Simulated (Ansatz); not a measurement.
# BH3NS with multiplicity 2: rotation by 180° about the N1–B2 bond

How high is the barrier for the rotation by 180° about the N1–B2 bond? Relax the two ends, then run a nudged elastic band between them. SMILES of the start: N[B]S.

Method: UKS PBE0-D4/def2-SVP, in Ansatz 0.2.0.

## (1) The structure to begin with

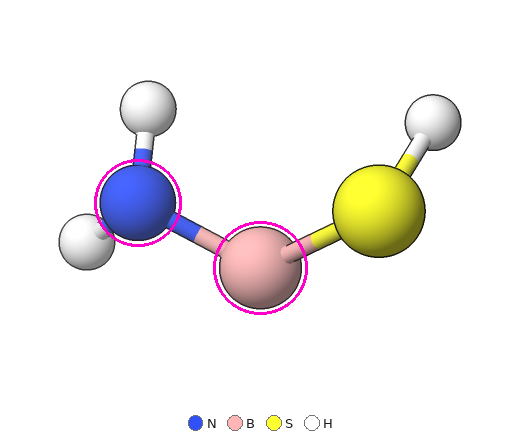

Start, viewed from a chosen angle; nitrogen blue, boron pink, sulfur yellow, hydrogen white. Ringed: N1, B2.

As a file:

```xyz
6

N    -0.8209    0.3250   -0.6495
B    -0.3643   -0.6469    0.3491
S     0.6929   -0.0841    1.7678
H    -1.3365   -0.1536   -1.3807
H    -0.0296    0.7569   -1.1626
H     1.9004   -0.2613    1.0297
```

## (2) Relaxing end A

The input, input.yaml:

```yaml
crystal:
  periodic: [false, false, false]
  atoms:
    - { symbol: "N", position_ang: [-0.8209, 0.325, -0.6495] }
    - { symbol: B, position_ang: [-0.3643, -0.6469, 0.3491] }
    - { symbol: S, position_ang: [0.6929, -0.0841, 1.7678] }
    - { symbol: H, position_ang: [-1.3365, -0.1536, -1.3807] }
    - { symbol: H, position_ang: [-0.0296, 0.7569, -1.1626] }
    - { symbol: H, position_ang: [1.9004, -0.2613, 1.0297] }
magnetization:
  spin_polarized: true
  initial_magnetization: 1
basis:
  gaussian: { orbitals: def2-SVP }
hamiltonian:
  xc: pbe0
  dispersion: d4
relax:
  f_tol: 0.015
  max_steps: 40
```

On the command line:

```
ansatz run input.yaml --threads 1 --pin off --max-ram 2048MiB --backend cpu --events-out ev --progress --plain --runs-dir out
```

Standard output, cut to the lines that bear on the results:

```text
Warning: RAYON_NUM_THREADS=1 ignored (pool sized by the plan → 1); use --threads N
[...]
Functional definition: PBE0
[...]
666 factors; integrals over basis functions are off by at most 2.3e-4 eV
[...]
mean field -13038.09517765 eV, -479.1411602404 hartree, gradient 7.7e-5 eV, S^2 0.753386; 0 other end points of the search recorded, 0 dependent functions left out
[...]
reference -13038.09519965 eV, -479.1411610487 hartree; 16, 15 occupied and 45, 46 virtual orbitals, 666 factors
relax step   1: F+E_penalty+E_count = -13038.17593503 eV  Δ(F+E_penalty+E_count) = +0.000e0 eV  max|allowed force component| = 2.150e0 eV/Å  Δτ_max = 0.0000 Å  (30 SCF iters, accepted)
[...]
relax step   3: F+E_penalty+E_count = -13038.81650862 eV  Δ(F+E_penalty+E_count) = -3.024e-1 eV  max|allowed force component| = 8.504e-1 eV/Å  Δτ_max = 0.1998 Å  (32 SCF iters, accepted)
[...]
relax step   5: F+E_penalty+E_count = -13038.98774207 eV  Δ(F+E_penalty+E_count) = +4.112e-2 eV  max|allowed force component| = 1.381e0 eV/Å  Δτ_max = 0.1952 Å  (32 SCF iters, rejected (line search))
[...]
relax step   7: F+E_penalty+E_count = -13039.08869887 eV  Δ(F+E_penalty+E_count) = -2.463e-2 eV  max|allowed force component| = 1.459e-1 eV/Å  Δτ_max = 0.0999 Å  (30 SCF iters, accepted)
[...]
relax step   9: F+E_penalty+E_count = -13039.09511779 eV  Δ(F+E_penalty+E_count) = -4.632e-5 eV  max|allowed force component| = 2.228e-2 eV/Å  Δτ_max = 0.0129 Å  (28 SCF iters, accepted)
[...]
relax step  10: F+E_penalty+E_count = -13039.09520643 eV  Δ(F+E_penalty+E_count) = -8.863e-5 eV  max|allowed force component| = 1.468e-3 eV/Å  Δτ_max = 0.0055 Å  (26 SCF iters, accepted)
666 factors; integrals over basis functions are off by at most 3.3e-4 eV
[...]
mean field -13039.01431527 eV, -479.1749379250 hartree, gradient 9.2e-6 eV, S^2 0.753797; 1 other end points of the search recorded, 0 dependent functions left out
[...]
reference -13039.01433712 eV, -479.1749387277 hartree; 16, 15 occupied and 45, 46 virtual orbitals, 666 factors
Total energy: -13039.09522827 eV, -479.1779114227 hartree
Atom 0 at    -0.621644     0.083838    -0.753976 Å, force     0.000134    -0.000913    -0.001468 eV/Å
Atom 1 at    -0.545007    -0.448992     0.521188 Å, force    -0.000252     0.000356     0.000308 eV/Å
Atom 2 at     0.783847    -0.478519     1.713484 Å, force    -0.000097    -0.000151     0.000057 eV/Å
Atom 3 at    -1.457873     0.020692    -1.320163 Å, force    -0.000201     0.000114     0.000704 eV/Å
Atom 4 at     0.142689     0.570534    -1.214396 Å, force    -0.000110     0.000576    -0.000046 eV/Å
Atom 5 at     1.739988     0.188446     1.007663 Å, force     0.000526     0.000018     0.000446 eV/Å
Dipole moment:     0.083720     0.292810    -0.595403 e Å
```

It took 24 s on 1 thread of Arm Neoverse V2, shared host; peak memory 0.14 GiB.

Relaxation path:

| step | energy from step 1 (eV) | largest force component (eV/Å) |
| --- | --- | --- |
| 1 | 0.0000 | 2.1497 |
| 2 | -0.3382 | 2.1539 |
| 3 | -0.6406 | 0.8504 |
| 4 | -0.8529 | 0.2331 |
| 5x | -0.8118 | 1.3814 |
| 6 | -0.8881 | 0.3640 |
| 7 | -0.9128 | 0.1459 |
| 8 | -0.9191 | 0.0244 |
| 9 | -0.9192 | 0.0223 |
| 10 | -0.9193 | 0.0015 |

Step 1 is the start. 1 step was tried and not accepted (marked x).

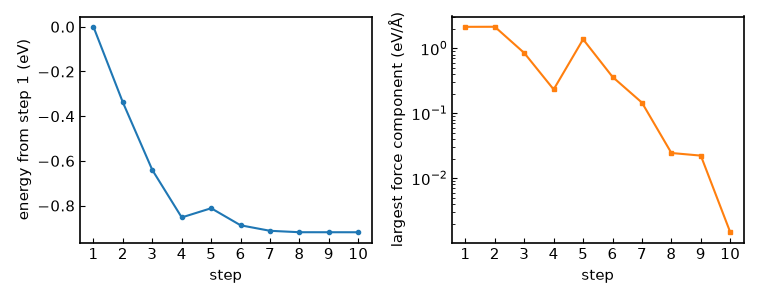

Energy and largest force along the relaxation.

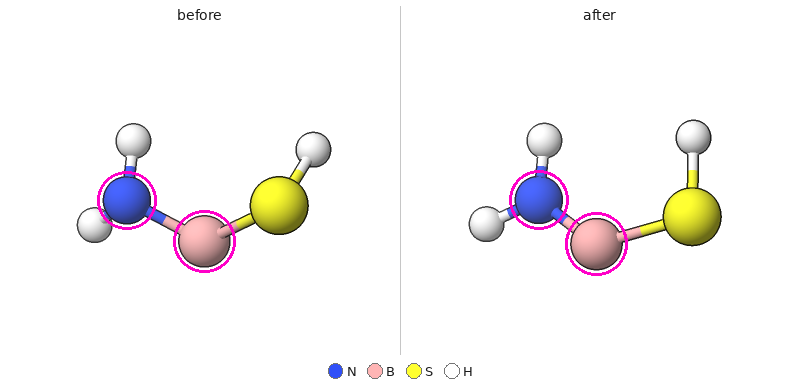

Before and after, at one scale.

After: Bond lengths: N1–B2 1.384 Å, B2–S3 1.786 Å, N1–H4 1.012 Å, N1–H5 1.016 Å, S3–H6 1.363 Å. Angles: N1–B2–S3 131.5°, B2–N1–H4 122.5°, B2–N1–H5 124.1°, H4–N1–H5 113.4°, B2–S3–H6 99.7°.

## (3) End point B

The second end starts from a geometry with the move made by hand.

The input, input.yaml:

```yaml
crystal:
  periodic: [false, false, false]
  atoms:
    - { symbol: "N", position_ang: [-0.8209, 0.325, -0.6495] }
    - { symbol: B, position_ang: [-0.3643, -0.6469, 0.3491] }
    - { symbol: S, position_ang: [-0.84713, -2.43228, 0.18657] }
    - { symbol: H, position_ang: [-1.3365, -0.1536, -1.3807] }
    - { symbol: H, position_ang: [-0.0296, 0.7569, -1.1626] }
    - { symbol: H, position_ang: [-2.06036, -2.24288, 0.91213] }
magnetization:
  spin_polarized: true
  initial_magnetization: 1
basis:
  gaussian: { orbitals: def2-SVP }
hamiltonian:
  xc: pbe0
  dispersion: d4
relax:
  f_tol: 0.015
  max_steps: 40
output:
  orbitals: {}
```

On the command line:

```
ansatz run input.yaml --threads 1 --pin off --max-ram 2048MiB --backend cpu --events-out ev --progress --plain --runs-dir out
```

Standard output, cut to the lines that bear on the results:

```text
Warning: RAYON_NUM_THREADS=1 ignored (pool sized by the plan → 1); use --threads N
[...]
[... 1 set-up line as earlier in the session ...]
[...]
664 factors; integrals over basis functions are off by at most 2.7e-4 eV
[...]
mean field -13038.04052395 eV, -479.1391517538 hartree, gradient 6.5e-5 eV, S^2 0.753963; 0 other end points of the search recorded, 0 dependent functions left out
[...]
reference -13038.04054547 eV, -479.1391525445 hartree; 16, 15 occupied and 45, 46 virtual orbitals, 664 factors
relax step   1: F+E_penalty+E_count = -13038.12171756 eV  Δ(F+E_penalty+E_count) = +0.000e0 eV  max|allowed force component| = 1.819e0 eV/Å  Δτ_max = 0.0000 Å  (31 SCF iters, accepted)
[...]
relax step   5: F+E_penalty+E_count = -13038.78000826 eV  Δ(F+E_penalty+E_count) = -2.020e-1 eV  max|allowed force component| = 5.909e-1 eV/Å  Δτ_max = 0.0992 Å  (32 SCF iters, accepted)
[...]
664 factors; integrals over basis functions are off by at most 3.2e-4 eV
[...]
mean field -13039.01432002 eV, -479.1749380993 hartree, gradient 6.0e-5 eV, S^2 0.753798; 1 other end points of the search recorded, 0 dependent functions left out
[...]
reference -13039.01434165 eV, -479.1749388942 hartree; 16, 15 occupied and 45, 46 virtual orbitals, 664 factors
Total energy: -13039.09522931 eV, -479.1779114608 hartree
Atom 0 at    -0.662382     0.097540    -0.750661 Å, force    -0.002269     0.002123    -0.001778 eV/Å
Atom 1 at    -0.118344    -0.876828     0.068109 Å, force     0.000993    -0.000467     0.000415 eV/Å
Atom 2 at    -0.828135    -2.346763     0.791754 Å, force    -0.001423     0.000219    -0.000522 eV/Å
Atom 3 at    -1.626462     0.097485    -1.072701 Å, force     0.001652    -0.000456     0.000727 eV/Å
Atom 4 at    -0.125705     0.886667    -1.086997 Å, force     0.000102    -0.000919     0.000553 eV/Å
Atom 5 at    -2.097762    -2.251861     0.305495 Å, force     0.000945    -0.000500     0.000604 eV/Å
Dipole moment:    -0.369821     0.401770    -0.386132 e Å
```

Wall time 37 s (1 thread of Arm Neoverse V2, shared host); peak memory 0.14 GiB.

Relaxation path:

| step | energy from step 1 (eV) | largest force component (eV/Å) |
| --- | --- | --- |
| 1 | 0.0000 | 1.8191 |
| 2 | -0.3428 | 2.1097 |
| 3 | -0.4563 | 2.0659 |
| 4x | -0.4331 | 2.2363 |
| 5 | -0.6583 | 0.5909 |
| 6 | -0.6845 | 0.3513 |
| 7 | -0.7217 | 0.4914 |
| 8 | -0.7803 | 0.8937 |
| 9 | -0.8102 | 1.3533 |
| 10 | -0.8981 | 0.9196 |
| 11 | -0.9514 | 0.4534 |
| 12x | -0.8938 | 0.4958 |
| 13 | -0.9688 | 0.1751 |
| 14 | -0.9729 | 0.0703 |
| 15 | -0.9735 | 0.0226 |
| 16 | -0.9735 | 0.0023 |

Step 1 is the start. 2 steps were tried and not accepted (marked x).

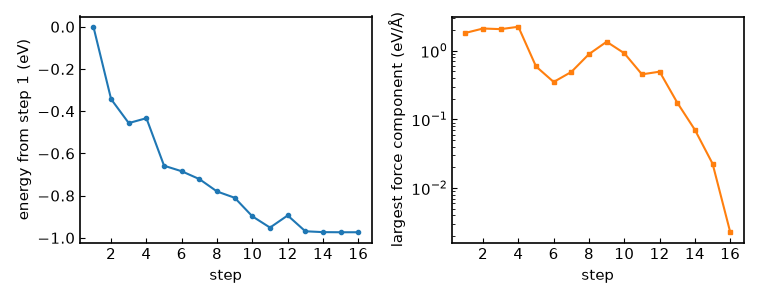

How energy and force went from step to step.

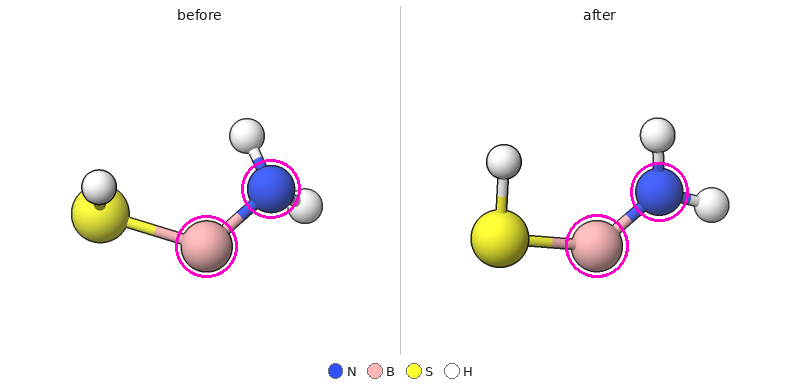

The structure before (left) and after (right), drawn at the same scale.

After: Bond lengths: N1–B2 1.384 Å, B2–S3 1.786 Å, N1–H4 1.016 Å, N1–H5 1.012 Å, S3–H6 1.363 Å. Angles: N1–B2–S3 131.5°, B2–N1–H4 124.1°, B2–N1–H5 122.5°, H4–N1–H5 113.4°, B2–S3–H6 99.7°.

## (4) The band

crystal.atoms is end A as relaxed above, and neb.final_atoms is end B, turned to lie on A. With 5 inner images the band has 7 in all.

The input, input.yaml:

```yaml
crystal:
  periodic: [false, false, false]
  atoms:
    - { symbol: "N", position_ang: [-0.621644, 0.083838, -0.753976] }
    - { symbol: B, position_ang: [-0.545007, -0.448992, 0.521188] }
    - { symbol: S, position_ang: [0.783847, -0.478519, 1.713484] }
    - { symbol: H, position_ang: [-1.457873, 0.020692, -1.320163] }
    - { symbol: H, position_ang: [0.142689, 0.570534, -1.214396] }
    - { symbol: H, position_ang: [1.739988, 0.188446, 1.007663] }
magnetization:
  spin_polarized: true
  initial_magnetization: 1
basis:
  gaussian: { orbitals: def2-SVP }
hamiltonian:
  xc: pbe0
  dispersion: d4
neb:
  order_check: false
  images: 5
  f_tol: 0.03
  max_iterations: 60
  initial_path: idpp
  final_atoms:
    - { symbol: "N", position_ang: [-0.62163333, 0.08354572, -0.75417415] }
    - { symbol: B, position_ang: [-0.54474836, -0.44893986, 0.52109149] }
    - { symbol: S, position_ang: [0.7838825, -0.47843059, 1.7135866] }
    - { symbol: H, position_ang: [0.14228559, 0.57081973, -1.21477368] }
    - { symbol: H, position_ang: [-1.45816649, 0.02057118, -1.31995858] }
    - { symbol: H, position_ang: [1.74038009, 0.18843283, 1.00802833] }
```

On the command line:

```
ansatz run input.yaml --threads 1 --pin off --max-ram 2048MiB --backend cpu --events-out ev --progress --plain --runs-dir out
```

Standard output, cut to the lines that bear on the results:

```text
Warning: RAYON_NUM_THREADS=1 ignored (pool sized by the plan → 1); use --threads N
[...]
[... 1 set-up line as earlier in the session ...]
[...]
661 factors; integrals over basis functions are off by at most 3.0e-4 eV
[...]
mean field -13039.01430532 eV, -479.1749375594 hartree, gradient 8.6e-5 eV, S^2 0.753797; 0 other end points of the search recorded, 0 dependent functions left out
[...]
reference -13039.01432738 eV, -479.1749383700 hartree; 16, 15 occupied and 45, 46 virtual orbitals, 661 factors
661 factors; integrals over basis functions are off by at most 2.9e-4 eV
[...]
mean field -13039.01430981 eV, -479.1749377240 hartree, gradient 8.6e-5 eV, S^2 0.753798; 0 other end points of the search recorded, 0 dependent functions left out
[...]
reference -13039.01433187 eV, -479.1749385347 hartree; 16, 15 occupied and 45, 46 virtual orbitals, 661 factors
[...]
mean field -13038.92601922 eV, -479.1716931047 hartree, gradient 2.0e-5 eV, S^2 0.753726; 0 other end points of the search recorded, 0 dependent functions left out
[...]
reference -13038.92604117 eV, -479.1716939114 hartree; 16, 15 occupied and 45, 46 virtual orbitals, 661 factors
[...]
661 factors; integrals over basis functions are off by at most 3.4e-4 eV
mean field -13038.59643036 eV, -479.1595809377 hartree, gradient 2.1e-5 eV, S^2 0.753416; 0 other end points of the search recorded, 0 dependent functions left out
[...]
reference -13038.59645179 eV, -479.1595817250 hartree; 16, 15 occupied and 45, 46 virtual orbitals, 661 factors
[...]
661 factors; integrals over basis functions are off by at most 8.6e-4 eV
mean field -13038.34359107 eV, -479.1502892650 hartree, gradient 1.7e-5 eV, S^2 0.754245; 0 other end points of the search recorded, 0 dependent functions left out
[...]
reference -13038.34361267 eV, -479.1502900589 hartree; 16, 15 occupied and 45, 46 virtual orbitals, 661 factors
[...]
661 factors; integrals over basis functions are off by at most 8.6e-4 eV
[...]
```

## (5) The output, continued: band between the two ends

Output, continued, cut to the lines that bear on the results:

```text
mean field -13038.58257271 eV, -479.1590716785 hartree, gradient 2.1e-5 eV, S^2 0.753445; 0 other end points of the search recorded, 0 dependent functions left out
[...]
reference -13038.58259477 eV, -479.1590724892 hartree; 16, 15 occupied and 45, 46 virtual orbitals, 661 factors
[...]
662 factors; integrals over basis functions are off by at most 7.7e-4 eV
mean field -13038.92317325 eV, -479.1715885173 hartree, gradient 2.1e-5 eV, S^2 0.753757; 0 other end points of the search recorded, 0 dependent functions left out
[...]
reference -13038.92319538 eV, -479.1715893305 hartree; 16, 15 occupied and 45, 46 virtual orbitals, 662 factors
NEB iter   4: max|band force component| = 1.976e-1 eV/Å  barrier→ = 0.6712 eV  barrier← = 0.6712 eV  CI = image 3  Δτ_max = 0.0555 Å  (170 SCF iters)
[...]
NEB iter   6: max|band force component| = 4.267e-2 eV/Å  barrier→ = 0.6672 eV  barrier← = 0.6672 eV  CI = image 3  Δτ_max = 0.0033 Å  (154 SCF iters)
[...]
NEB iter   7: max|band force component| = 2.208e-2 eV/Å  barrier→ = 0.6671 eV  barrier← = 0.6671 eV  CI = image 3  Δτ_max = 0.0000 Å  (279 SCF iters)
Total energy: -13038.42812305 eV, -479.1533957580 hartree
Atom 0 at    -0.267526     0.013679    -0.892375 Å, force     0.003696     0.003927    -0.001425 eV/Å
Atom 1 at    -0.264316    -0.657032     0.379680 Å, force    -0.013767    -0.012385    -0.018735 eV/Å
Atom 2 at     0.537954    -0.145505     1.867741 Å, force     0.019146     0.022088     0.019923 eV/Å
Atom 3 at    -1.206836     0.267156    -1.196613 Å, force    -0.003379     0.001200     0.000164 eV/Å
Atom 4 at     0.133290    -0.558692    -1.634614 Å, force     0.001632    -0.000863    -0.002249 eV/Å
Atom 5 at     1.109434     1.016394     1.429981 Å, force    -0.007328    -0.013966     0.002323 eV/Å
Dipole moment:    -0.022058     0.188421    -0.421476 e Å
this run last wrote the band of iteration 7 to <dir>
```

It took 81 s on 1 thread of Arm Neoverse V2, shared host; peak memory 0.22 GiB.

## (6) The band, image by image

Images 0 and 6 are the ends. Energies count from image 0; the path length is the program's own measure over all atoms.

| image | path (Å) | energy (eV) | dihedral H5–N1–B2–S3 (°) | band force (eV/Å) |
| --- | --- | --- | --- | --- |
| 0 | 0.000 | 0.0000 | 0 | - |
| 1 | 0.532 | 0.0884 | 20 | 0.005 |
| 2 | 1.064 | 0.4236 | 67 | 0.009 |
| 3* | 1.596 | 0.6671 | 120 | 0.022 |
| 4 | 2.127 | 0.4236 | 147 | 0.010 |
| 5 | 2.659 | 0.0884 | 166 | 0.005 |
| 6 | 3.190 | 0.0000 | 180 | - |

The star marks the climbing image.

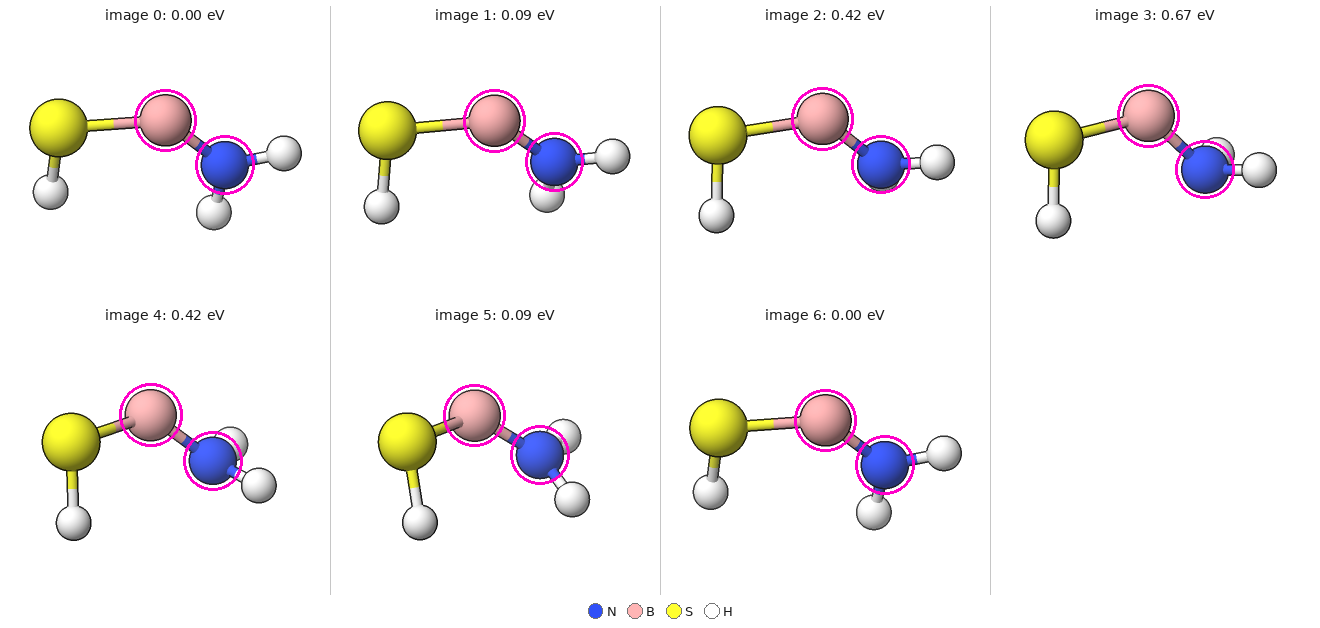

Snapshots along the band, viewed from a chosen angle. Ringed: N1, B2. Sticks join atoms closer than a bonding distance in each image.

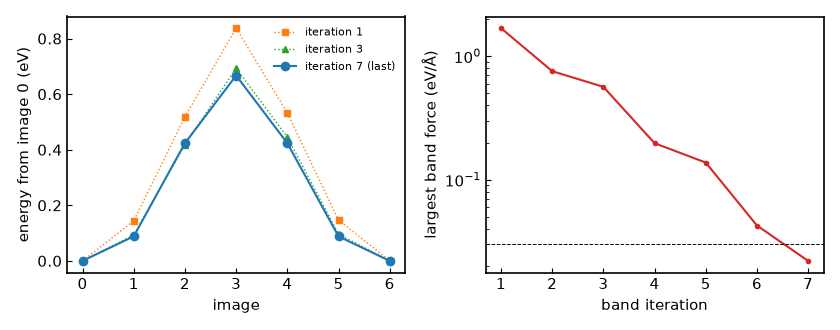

Left: energy of each image for early iterations and the last one (lines only join the points; early values far above the last band run off the scale). Right: the largest band force by iteration, with the threshold dashed.

The top of the band by iteration:

| iteration | highest image above image 0 (eV) | largest band force (eV/Å) |
| --- | --- | --- |
| 1 | 0.8376 | 1.685 |
| 2 | 0.7847 | 0.756 |
| 3 | 0.6936 | 0.565 |
| 4 | 0.6712 | 0.198 |
| 5 | 0.6709 | 0.138 |
| 6 | 0.6672 | 0.043 |
| 7 | 0.6671 | 0.022 |

Positions of all images (Å):

```xyz
6
image=0 dE=0.0000
N    -0.622    0.084   -0.754
B    -0.545   -0.449    0.521
S     0.784   -0.479    1.713
H    -1.458    0.021   -1.320
H     0.143    0.571   -1.214
H     1.740    0.188    1.008
6
image=1 dE=0.0884
N    -0.576    0.001   -0.797
B    -0.508   -0.457    0.509
S     0.804   -0.435    1.725
H    -1.468    0.091   -1.267
H     0.215    0.187   -1.406
H     1.575    0.549    1.190
6
image=2 dE=0.4236
N    -0.455    0.001   -0.841
B    -0.421   -0.531    0.457
S     0.738   -0.311    1.794
H    -1.376    0.176   -1.223
H     0.213   -0.219   -1.572
H     1.343    0.820    1.339
6
image=3 dE=0.6671
N    -0.268    0.014   -0.892
B    -0.264   -0.657    0.380
S     0.538   -0.146    1.868
H    -1.207    0.267   -1.197
H     0.133   -0.559   -1.635
H     1.109    1.016    1.430
6
image=4 dE=0.4236
N    -0.199   -0.175   -0.924
B    -0.058   -0.744    0.351
S     0.320   -0.017    1.935
H    -0.945    0.456   -1.196
H     0.098   -0.751   -1.700
H     0.825    1.166    1.489
6
image=5 dE=0.0884
N    -0.134   -0.303   -0.934
B     0.083   -0.785    0.347
S     0.178    0.027    1.939
H    -0.565    0.585   -1.172
H     0.052   -0.883   -1.742
H     0.429    1.295    1.516
6
image=6 dE=0.0000
N    -0.622    0.083   -0.754
B    -0.545   -0.449    0.521
S     0.784   -0.478    1.714
H     0.142    0.571   -1.215
H    -1.458    0.020   -1.320
H     1.740    0.189    1.008
```

(Part 1 of 2 ends here.)
